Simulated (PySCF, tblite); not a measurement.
**C₃H₇BO₂: dynamics, then NMR shifts on frames**

How do NMR shifts of C₃H₇BO₂ (`CB1OCCO1`) change as the atoms move?

Computed with tblite 0.8.0 and PySCF 2.14.0, with density-fitted response routines of our own, on a single molecule in the gas phase. Atoms count from 0, in the outputs and in this text.

### Step 1. The molecule as given

13 atoms, charge 0, multiplicity 1; geometry from: GFN2-xTB.

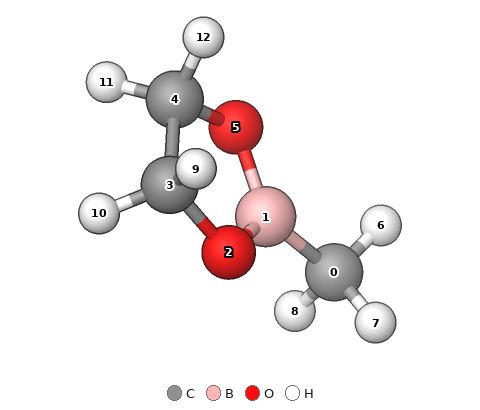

As it starts; carbon grey, boron pink, oxygen red, hydrogen white, atoms numbered; sticks join atoms by distance.

### Step 2. Thermal motion with GFN2-xTB

The job: settings as JSON, then the geometry in Å.

```
{"job": {"kind": "md", "xc": "GFN2-xTB", "basis": "xTB", "temperature": 200, "steps": 2000, "every": 50, "frames": 5}, "charge": 0, "multiplicity": 1}
C      2.212115     0.153299     0.378542
B      0.658900     0.039168     0.119675
O      0.093572    -0.844952    -0.756739
C     -1.307156    -0.669563    -0.755028
C     -1.561219     0.466324     0.265216
O     -0.278657     0.818721     0.738246
H      2.421274     0.500329     1.385237
H      2.709468    -0.799147     0.226386
H      2.661281     0.865608    -0.308889
H     -1.782725    -1.609792    -0.459701
H     -1.633269    -0.403087    -1.765140
H     -2.023707     1.344210    -0.196199
H     -2.174265     0.139369     1.110666
```

Method: GFN2-xTB Langevin dynamics, gas phase.

The run is started by

```
$ OMP_NUM_THREADS=1 python probes_run.py task.json out
```

The driver reads the jobs from task.json and runs them one after another.

Output:

```text
t/fs     T/K      E/eV
    0.0   166.7   -528.95141
   25.0   111.3   -528.82494
   50.0   144.5   -528.84405
   75.0   131.1   -528.78534
  100.0   150.0   -528.73219
  125.0   151.5   -528.73972
  150.0    76.2   -528.65103
  175.0   135.7   -528.76856
  200.0   103.8   -528.73363
  225.0   145.9   -528.76608
  250.0   121.8   -528.75292
  275.0   158.1   -528.76189
  300.0   158.3   -528.73549
  325.0   139.7   -528.71672
  350.0   181.4   -528.72884
  375.0   150.5   -528.71689
  400.0   125.0   -528.70273
  425.0   192.8   -528.66678
  450.0   210.5   -528.66511
  475.0   244.6   -528.69608
  500.0   230.0   -528.71909
  525.0   244.7   -528.68954
  550.0   136.1   -528.65668
  575.0   225.7   -528.64736
  600.0   271.8   -528.74320
  625.0   230.5   -528.61597
  650.0   197.8   -528.60492
  675.0   191.1   -528.62912
  700.0   213.0   -528.66461
  725.0   163.4   -528.58413
  750.0   200.3   -528.70462
  775.0   176.6   -528.72627
  800.0   200.1   -528.68987
  825.0   138.9   -528.62006
  850.0   201.2   -528.72643
  875.0   191.4   -528.62712
  900.0   215.2   -528.67121
  925.0   217.4   -528.61680
  950.0   248.8   -528.70023
  975.0   192.4   -528.63185
 1000.0   296.6   -528.67770
```

It took 4.4 s on 1 thread of AMD EPYC 9R45, shared host; peak memory 0.18 GiB.

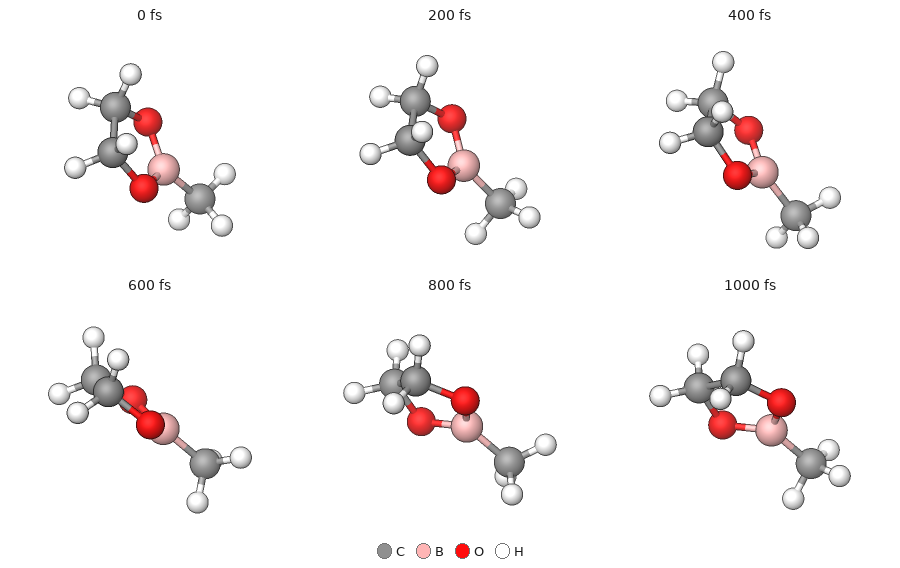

Frames of the run.

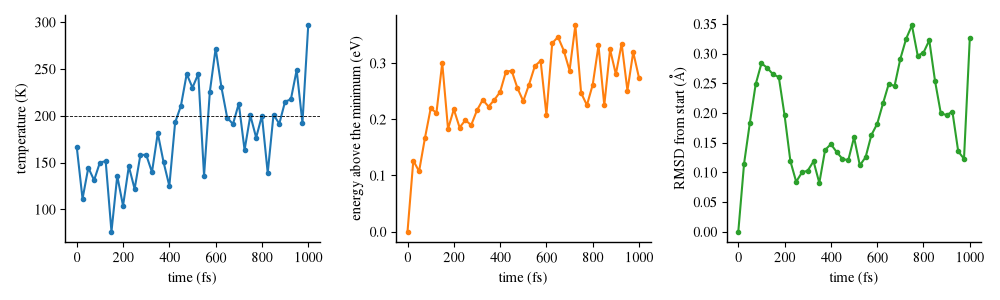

Temperature, potential energy and distance from the start.

Positions (Å) and forces (eV/Å) at 1000 fs:

```xyz
13

C     1.465   -0.635    0.634    1.172    0.518   -0.648
B    -0.052   -0.438    0.418   -1.004    0.266    0.059
O    -0.976   -1.264    0.983   -1.144   -0.089   -0.568
C    -2.275   -0.910    0.473   -0.103    0.081    0.549
C    -2.069    0.457   -0.218    0.342   -0.326    0.373
O    -0.653    0.532   -0.361   -0.040    0.048   -0.264
H     1.973    0.038    1.338   -0.390   -0.168   -0.294
H     1.757   -1.632    0.860   -0.193   -0.844    0.749
H     1.937   -0.518   -0.339    0.189    0.577   -0.154
H    -2.996   -0.906    1.319    0.424    0.177   -0.425
H    -2.644   -1.607   -0.277    0.276   -0.562    0.032
H    -2.650    0.618   -1.145    0.679   -0.391    0.133
H    -2.354    1.238    0.462   -0.208    0.712    0.459
```

### Step 3. NMR shieldings: 250 fs, PBE0/pcSseg-1

The job: settings as JSON, then the geometry in Å.

```
{"job": {"kind": "nmr", "xc": "PBE0", "basis": "pcSseg-1", "pop": false}, "charge": 0, "multiplicity": 1}
C      1.949000    -0.246600     0.136900
B      0.364900    -0.161900     0.194500
O     -0.441900    -0.951800    -0.604100
C     -1.766300    -0.627200    -0.417500
C     -1.725000     0.663900     0.452000
O     -0.367500     0.806000     0.797700
H      2.431200     0.080400     1.072000
H      2.204500    -1.311000     0.078600
H      2.386900     0.222900    -0.714400
H     -2.261300    -1.484300     0.056300
H     -2.283100    -0.558400    -1.341700
H     -2.071200     1.558700    -0.083500
H     -2.331900     0.515000     1.351100
```

With the program's defaults for keys left out, this is: GIAO PBE0/pcSseg-1 NMR shielding, non-relativistic, gas phase.

Output:

```text
coarse grid: 10856 points
cycle   1  E = -293.3840827474  dE =  9.087e-01  |g| = 7.769e-01  |ddm| = 3.064e+00
cycle   2  E = -293.2865793569  dE =  9.750e-02  |g| = 1.083e+00  |ddm| = 1.208e+00
cycle   3  E = -293.4945827909  dE = -2.080e-01  |g| = 7.795e-02  |ddm| = 7.466e-01
cycle   4  E = -293.4956659902  dE = -1.083e-03  |g| = 2.940e-02  |ddm| = 6.251e-02
cycle   5  E = -293.4958704899  dE = -2.045e-04  |g| = 4.731e-03  |ddm| = 2.206e-02
cycle   6  E = -293.4958751529  dE = -4.663e-06  |g| = 9.715e-04  |ddm| = 3.627e-03
final grid: 104856 points
cycle   7  E = -293.5513032210  dE = -2.807e-05  |g| = 1.135e-02  |ddm| = 1.900e-02
cycle   8  E = -293.5512813992  dE =  2.182e-05  |g| = 1.598e-02  |ddm| = 1.429e-02
cycle   9  E = -293.5513270989  dE = -4.570e-05  |g| = 9.824e-04  |ddm| = 8.518e-03
cycle  10  E = -293.5513273087  dE = -2.098e-07  |g| = 1.082e-04  |ddm| = 7.910e-04
cycle  11  E = -293.5513273112  dE = -2.518e-09  |g| = 2.935e-05  |ddm| = 1.016e-04
cycle  12  E = -293.5513273114  dE = -1.955e-10  |g| = 1.181e-05  |ddm| = 3.465e-05
converged SCF energy = -293.5513273114

GIAO shielding tensors (ppm)
atom      isotropic    diamagn.    paramagn.     s11        s22        s33       span
  0 C      193.301     252.923     -59.622    185.075    194.734    200.093     15.019
  1 B       66.342     197.102    -130.759     44.191     74.277     80.558     36.367
  2 O      207.532     395.455    -187.923     70.092    266.505    285.999    215.907
  3 C      122.742     245.509    -122.767     90.844    107.835    169.548     78.704
  4 C      116.748     245.193    -128.445     76.250    106.063    167.932     91.681
  5 O      205.436     394.055    -188.619     67.589    271.147    277.574    209.985
  6 H       31.166      29.768       1.397     26.662     28.762     38.073     11.410
  7 H       31.286      30.332       0.954     26.662     29.510     37.684     11.022
  8 H       31.806      31.015       0.791     27.614     28.717     39.087     11.473
  9 H       27.459      29.142      -1.684     23.325     25.594     33.458     10.133
 10 H       28.105      29.918      -1.813     24.864     26.228     33.224      8.360
 11 H       27.188      28.633      -1.445     23.025     25.512     33.026     10.000
 12 H       27.129      28.264      -1.135     23.471     25.527     32.391      8.920
```

Run time: 6.5 s. Hardware: 1 thread of AMD EPYC 9R45, shared host; peak memory 0.65 GiB.

The references, computed at this level on geometries of the same kind, shield at (ppm): ¹H TMS 31.72, ¹³C TMS 186.9, ¹⁷O H2O 336.1, ¹¹B BF3·OEt2 100.1. Their shielding less the atom's gives the shift. The references are single molecules in the gas phase, so shifts against H2O, NH3, PH3, H3PO4 or CFCl3 are not on the usual liquid scales and can be off by tens of ppm. Each atom is listed at this fixed geometry, with no averaging over motion; a spectrum would average atoms that exchange fast.

| atoms | environment | σ (ppm) | δ (ppm) |
| --- | --- | --- | --- |
| C4 | sp3 CH2 bonded to O | 116.7 | 70.2 |
| C3 | sp3 CH2 bonded to O | 122.7 | 64.2 |
| C0 | methyl carbon bonded to B | 193.3 | -6.4 |
| H12 | hydrogen on an sp3 CH2 bonded to O | 27.13 | 4.59 |
| H11 | hydrogen on an sp3 CH2 bonded to O | 27.19 | 4.53 |
| H9 | hydrogen on an sp3 CH2 bonded to O | 27.46 | 4.26 |
| H10 | hydrogen on an sp3 CH2 bonded to O | 28.11 | 3.61 |
| H6 | hydrogen on a methyl carbon bonded to B | 31.17 | 0.55 |
| H7 | hydrogen on a methyl carbon bonded to B | 31.29 | 0.43 |
| H8 | hydrogen on a methyl carbon bonded to B | 31.81 | -0.09 |
| B1 | boron bonded to C, 2 O, in a 5-membered ring | 66.3 | 33.7 |
| O5 | oxygen bonded to C, B, in a 5-membered ring | 205.4 | 130.6 |
| O2 | oxygen bonded to C, B, in a 5-membered ring | 207.5 | 128.5 |

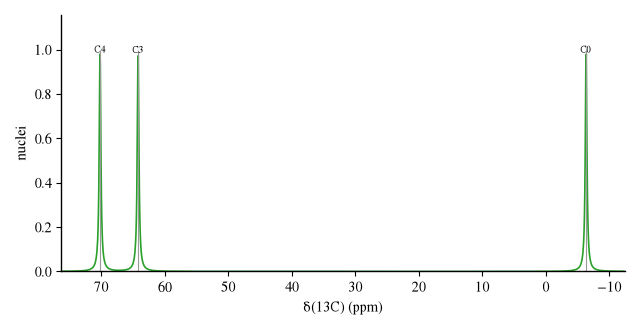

¹³C lines at the computed shifts, without couplings. Lines are broadened to a width of 0.31 ppm (Lorentzian).

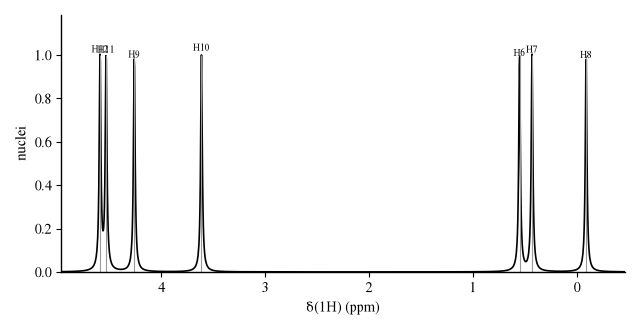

¹H lines at the computed shifts, without couplings. Lines are broadened to a width of 0.02 ppm (Lorentzian).

Ring of atoms B1, O2, C3, C4, O5: NICS(0) -5.4, NICS(1) -2.4, NICS(1)zz -5.1 ppm (means of both faces).

### Step 4. Nuclear shieldings: 425 fs, PBE0/pcSseg-1

The job: settings as JSON, then the geometry in Å.

```
{"job": {"kind": "nmr", "xc": "PBE0", "basis": "pcSseg-1", "pop": false}, "charge": 0, "multiplicity": 1}
C      1.631600    -0.655000     0.455800
B      0.120000    -0.412400     0.423100
O     -0.831200    -1.138500    -0.161300
C     -2.137800    -0.571800     0.066300
C     -1.807900     0.738300     0.778700
O     -0.423600     0.706300     1.040200
H      2.064100    -0.333900     1.394900
H      1.887900    -1.675300     0.281600
H      2.004600     0.027200    -0.275700
H     -2.686400    -1.316700     0.686600
H     -2.573600    -0.482600    -0.868500
H     -2.063300     1.589400     0.207000
H     -2.373800     0.885800     1.724800
```

Level: GIAO PBE0/pcSseg-1 NMR shielding, non-relativistic, gas phase.

Output:

```text
coarse grid: 10856 points
cycle   1  E = -293.3763683583  dE =  9.665e-01  |g| = 7.929e-01  |ddm| = 3.088e+00
cycle   2  E = -293.2710861013  dE =  1.053e-01  |g| = 1.112e+00  |ddm| = 1.284e+00
cycle   3  E = -293.4926978888  dE = -2.216e-01  |g| = 8.695e-02  |ddm| = 8.054e-01
cycle   4  E = -293.4941118421  dE = -1.414e-03  |g| = 2.974e-02  |ddm| = 6.799e-02
cycle   5  E = -293.4943183511  dE = -2.065e-04  |g| = 4.604e-03  |ddm| = 2.209e-02
cycle   6  E = -293.4943225833  dE = -4.232e-06  |g| = 9.544e-04  |ddm| = 3.486e-03
final grid: 104856 points
cycle   7  E = -293.5496144567  dE = -2.926e-05  |g| = 1.187e-02  |ddm| = 2.153e-02
cycle   8  E = -293.5495896635  dE =  2.479e-05  |g| = 1.687e-02  |ddm| = 1.495e-02
cycle   9  E = -293.5496406598  dE = -5.100e-05  |g| = 1.108e-03  |ddm| = 9.048e-03
cycle  10  E = -293.5496409274  dE = -2.676e-07  |g| = 1.165e-04  |ddm| = 9.132e-04
cycle  11  E = -293.5496409302  dE = -2.794e-09  |g| = 3.483e-05  |ddm| = 1.006e-04
cycle  12  E = -293.5496409304  dE = -1.994e-10  |g| = 2.077e-05  |ddm| = 3.751e-05
converged SCF energy = -293.5496409304

GIAO shielding tensors (ppm)
atom      isotropic    diamagn.    paramagn.     s11        s22        s33       span
  0 C      196.572     254.927     -58.355    187.010    199.987    202.718     15.708
  1 B       67.965     197.917    -129.952     41.608     79.698     82.589     40.981
  2 O      201.772     394.850    -193.078     82.217    247.845    275.255    193.037
  3 C      115.461     248.178    -132.717     74.466    103.954    167.962     93.497
  4 C      123.736     243.490    -119.754     89.622    108.347    173.238     83.616
  5 O      204.679     395.742    -191.063     85.381    228.164    300.492    215.111
  6 H       31.467      30.819       0.648     26.818     29.499     38.083     11.265
  7 H       31.930      31.037       0.893     27.065     29.727     38.998     11.933
  8 H       32.069      32.299      -0.230     27.721     29.484     39.003     11.282
  9 H       26.799      27.945      -1.146     22.578     25.257     32.562      9.984
 10 H       28.188      30.993      -2.805     24.573     26.808     33.184      8.611
 11 H       28.387      30.371      -1.984     24.427     26.552     34.182      9.756
 12 H       27.280      27.385      -0.106     23.582     25.316     32.941      9.358
```

It took 6.1 s on 1 thread of AMD EPYC 9R45, shared host; peak memory 0.66 GiB.

This run: δ C3 71.5, C4 63.2, C0 -9.6, B1 32.1, H9 4.92, H12 4.44 ppm.

(Part 1 of 2 ends here.)
